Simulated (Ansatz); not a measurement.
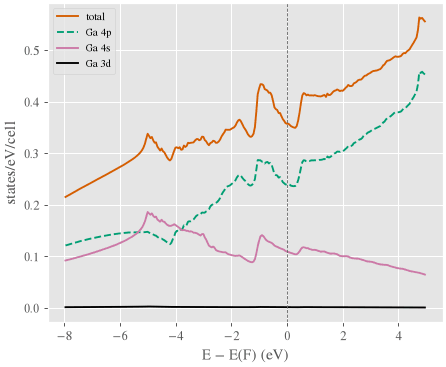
Figure: Total and projected density of states of Ga (body-centred tetragonal, I4/mmm), plane-wave PAW PBEsol (Ansatz code)

### Question
Which orbitals carry the states next to the Fermi level?

### Answer
Within 0.5 eV of the Fermi level: Ga 4p 67 %, Ga 4s 30 %. Projections are on Löwdin-orthogonalised atomic valence shells; empty p or d shells of many metals are not among them.

### Question
Where is the tallest occupied peak in this window, and what makes it?

### Answer
Near -0.9 eV, about 0.43 states/eV per cell; the largest projected share is Ga 4p.

The workflow started from a Materials Project entry (that database holds measured and hypothetical structures alike); the Crystallography Open Database copy checked does not list it. It is not the phase usual at ambient conditions (space group No. 64). Symmetry was held in the PBEsol relaxation; whether a distortion lowers the energy is not shown. Spin–orbit coupling is left out wherever it is not named.

Potentials: the earlier of the program's two PAW sets. The files were generated under PBE; for other functionals the program regenerates the frozen cores, and for LDA and PBEsol the local potential too.
